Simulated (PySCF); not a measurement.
**GaGeH5 (SMILES [GaH2][GeH3]) at r2SCAN/cc-pVTZ**

Aim: the vertical ionisation energy of GaGeH5 at r2SCAN/cc-pVTZ, from 2 runs. 

Program for the calculation: PySCF 2.14.0.

## (1) Starting point

GaGeH5 has 7 atoms, charge 0, and is taken as a singlet. As SMILES, `[GaH2][GeH3]`. The shape is that of a PBE0-D4/def2-TZVP optimisation.

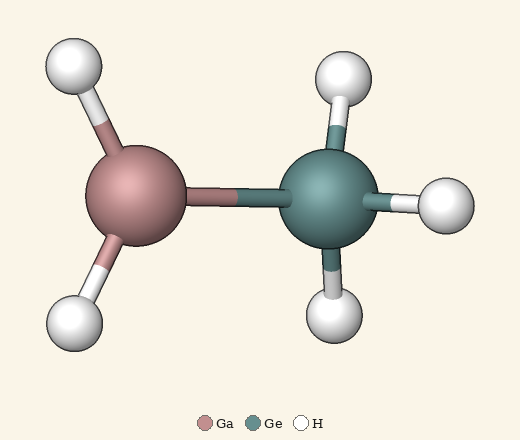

Viewed from a chosen angle; gallium pink, germanium teal, hydrogen white.

## (2) A single-point energy at r2SCAN/cc-pVTZ

Contents of start.xyz:

```xyz
7

Ga    -0.366500    -1.359600     0.111400
Ge     0.277800     0.987900    -0.107400
H      0.529900    -2.354300     0.935000
H     -1.693000    -1.891700    -0.542800
H     -0.307500     1.657300    -1.364600
H     -0.246100     1.779800     1.109100
H      1.805500     1.180600    -0.140600
```

Contents of input.py:

```python
from pyscf import gto, dft

mol = gto.M(
    atom='start.xyz',
    basis='cc-pvtz',
    verbose=4,
    max_memory=1860,
)

mf = dft.RKS(mol, xc='r2scan')
mf.grids.level = 5
mf.conv_tol = 1e-10
mf.kernel()
if not mf.converged:
    mf = mf.newton().run(mf.mo_coeff, mf.mo_occ)

energy = mf.e_tot
print('Final energy', energy)
```

Launch:

```sh
$ OMP_NUM_THREADS=1 python input.py
```

The program printed:

```text
PySCF version 2.14.0

[INPUT] num. atoms = 7
[INPUT] num. electrons = 68
[INPUT] charge = 0
[INPUT] spin (= nelec alpha-beta = 2S) = 0
[INPUT] symmetry False subgroup None
[INPUT] Mole.unit = angstrom
[INPUT] Symbol           X                Y                Z      unit          X                Y                Z       unit  Magmom
[INPUT]  1 Ga    -0.366500000000  -1.359600000000   0.111400000000 AA   -0.692584624653  -2.569271638959   0.210515490277 Bohr   0.0
[INPUT]  2 Ge     0.277800000000   0.987900000000  -0.107400000000 AA    0.524965917404   1.866860438458  -0.202956585778 Bohr   0.0
[INPUT]  3 H      0.529900000000  -2.354300000000   0.935000000000 AA    1.001365873407  -4.448982215064   1.766893926468 Bohr   0.0
[INPUT]  4 H     -1.693000000000  -1.891700000000  -0.542800000000 AA   -3.199306328889  -3.574794909840  -1.025743340414 Bohr   0.0
[INPUT]  5 H     -0.307500000000   1.657300000000  -1.364600000000 AA   -0.581090783304   3.131843106242  -2.578720269581 Bohr   0.0
[INPUT]  6 H     -0.246100000000   1.779800000000   1.109100000000 AA   -0.465061599255   3.363334556501   2.095895244755 Bohr   0.0
[INPUT]  7 H      1.805500000000   1.180600000000  -0.140600000000 AA    3.411900517902   2.231010662662  -0.265695493114 Bohr   0.0

nuclear repulsion = 294.590144886737
number of shells = 50
number of NR pGTOs = 302
number of NR cGTOs = 156
basis = cc-pvtz
ecp = {}

******** <class 'pyscf.dft.rks.RKS'> ********
method = RKS
initial guess = minao
damping factor = 0
level_shift factor = 0
DIIS = <class 'pyscf.scf.diis.CDIIS'>
diis_start_cycle = 1
diis_space = 8
diis_damp = 0
SCF conv_tol = 1e-10
SCF conv_tol_grad = None
SCF max_cycles = 50
direct_scf = True
direct_scf_tol = 1e-13
XC library pyscf.dft.libxc version 7.0.0
    S. Lehtola, C. Steigemann, M. J.T. Oliveira, and M. A.L. Marques.,  SoftwareX 7, 1–5 (2018)
XC functionals = r2scan
    J. W. Furness, A. D. Kaplan, J. Ning, J. P. Perdew, and J. Sun.,  J. Phys. Chem. Lett. 11, 8208-8215 (2020)
    J. W. Furness, A. D. Kaplan, J. Ning, J. P. Perdew, and J. Sun.,  J. Phys. Chem. Lett. 11, 9248-9248 (2020)
    J. W. Furness, A. D. Kaplan, J. Ning, J. P. Perdew, and J. Sun.,  J. Phys. Chem. Lett. 11, 8208-8215 (2020)
    J. W. Furness, A. D. Kaplan, J. Ning, J. P. Perdew, and J. Sun.,  J. Phys. Chem. Lett. 11, 9248-9248 (2020)
radial grids:
    Treutler-Ahlrichs [JCP 102, 346 (1995); DOI:10.1063/1.469408] (M4) radial grids

becke partition: Becke, JCP 88, 2547 (1988); DOI:10.1063/1.454033
pruning grids: <function nwchem_prune>
grids dens level: 5
symmetrized grids: False
atomic radii adjust function: <function treutler_atomic_radii_adjust>
small_rho_cutoff = 0
Set gradient conv threshold to 1e-05
Initial guess from minao.
tot grids = 207712
init E= -4003.66307174893
  HOMO = -0.274588325288058  LUMO = -0.111214691219018  gap/eV = 4.44562
cycle= 1 E= -4004.84055071796  delta_E= -1.18  |g|= 0.652  |ddm|= 2.13
  HOMO = -0.265484963328079  LUMO = -0.119335076973321  gap/eV = 3.97694
cycle= 2 E= -4004.82283072489  delta_E= 0.0177  |g|= 0.728  |ddm|=  1.2
  HOMO = -0.241056327451567  LUMO = -0.091316953226757  gap/eV = 4.07462
cycle= 3 E= -4004.88867737459  delta_E= -0.0658  |g|= 0.0466  |ddm|= 0.735
  HOMO = -0.250277179978251  LUMO = -0.0980921832933053  gap/eV = 4.14116
cycle= 4 E= -4004.88914740796  delta_E= -0.00047  |g|= 0.00976  |ddm|= 0.0544
  HOMO = -0.250457546482306  LUMO = -0.0978579841156462  gap/eV = 4.15245
cycle= 5 E= -4004.88916537494  delta_E= -1.8e-05  |g|= 0.0029  |ddm|= 0.0116
  HOMO = -0.250190755572285  LUMO = -0.0978277600095794  gap/eV = 4.14601
cycle= 6 E= -4004.88916709261  delta_E= -1.72e-06  |g|= 0.000948  |ddm|= 0.00301
  HOMO = -0.250250587921245  LUMO = -0.0978347335224807  gap/eV = 4.14745
cycle= 7 E= -4004.88916732057  delta_E= -2.28e-07  |g|= 0.000151  |ddm|= 0.000922
  HOMO = -0.250229259193675  LUMO = -0.0978124240761264  gap/eV = 4.14747
cycle= 8 E= -4004.8891673293  delta_E= -8.72e-09  |g|= 1.97e-05  |ddm|= 0.000237
  HOMO = -0.250231684202927  LUMO = -0.0978162074208901  gap/eV = 4.14744
cycle= 9 E= -4004.88916732944  delta_E= -1.38e-10  |g|= 9.7e-06  |ddm|= 4.78e-05
  HOMO = -0.25023208006332  LUMO = -0.0978161220545868  gap/eV = 4.14745
cycle= 10 E= -4004.88916732949  delta_E= -5.73e-11  |g|= 1.33e-06  |ddm|= 1.34e-05
  HOMO = -0.250232089446139  LUMO = -0.0978159942803032  gap/eV = 4.14745
Extra cycle  E= -4004.88916732948  delta_E= 1e-11  |g|= 1.49e-06  |ddm|= 3.18e-06
converged SCF energy = -4004.88916732948
Final energy -4004.889167329484
```

Run time: 85 s. Hardware: 1 thread of Arm Neoverse V1, shared host; peak memory 1.2 GiB.

## (3) The doublet cation, same level

Contents of input.py:

```python
from pyscf import gto, dft

system = gto.M(
    atom=[
    ('Ga', (-0.366500, -1.359600, 0.111400)),
    ('Ge', (0.277800, 0.987900, -0.107400)),
    ('H', (0.529900, -2.354300, 0.935000)),
    ('H', (-1.693000, -1.891700, -0.542800)),
    ('H', (-0.307500, 1.657300, -1.364600)),
    ('H', (-0.246100, 1.779800, 1.109100)),
    ('H', (1.805500, 1.180600, -0.140600)),
],
    basis='cc-pvtz',
    max_memory=1860,
    spin=1,
    charge=1,
    verbose=3,
)

ks = dft.UKS(system, xc='r2scan')
ks.grids.level = 5
ks.conv_tol = 1e-10
ks.kernel()
if not ks.converged:
    ks = ks.newton().run(ks.mo_coeff, ks.mo_occ)

e_final = ks.e_tot
print('E = %.10f Eh' % e_final)
```

Launch:

```sh
$ OMP_NUM_THREADS=1 python input.py
```

The program printed:

```text
converged SCF energy = -4004.53635162871  <S^2> = 0.75503157  2S+1 = 2.0050253
E = -4004.5363516287 Eh
```

Run time: 3.3 min. Hardware: 1 thread of Arm Neoverse V1, shared host; peak memory 1.2 GiB.

## (4) Summary of results

Level: r2SCAN/cc-pVTZ.

| quantity | value |
| --- | --- |
| singlet GaGeH5: total energy | -4004.88917 Eh |
| singlet GaGeH5: dipole moment | 0.28 D |
| singlet GaGeH5: HOMO energy | -6.81 eV |
| singlet GaGeH5: LUMO energy | -2.66 eV |
| singlet GaGeH5: HOMO–LUMO gap | 4.15 eV |
| doublet cation: total energy | -4004.53635 Eh |
| doublet cation: HOMO energy (highest over α and β) | -13.33 eV |
| doublet cation: LUMO energy (lowest over α and β) | -12.33 eV |
| doublet cation: ⟨S²⟩ | 0.755 |
| vertical ionisation energy (to the doublet cation) | 9.601 eV |

The vertical ionisation energy comes to 9.60 eV (926 kJ/mol). −ε(HOMO) before ionisation, 6.81 eV, is 2.79 eV below this ionisation energy.
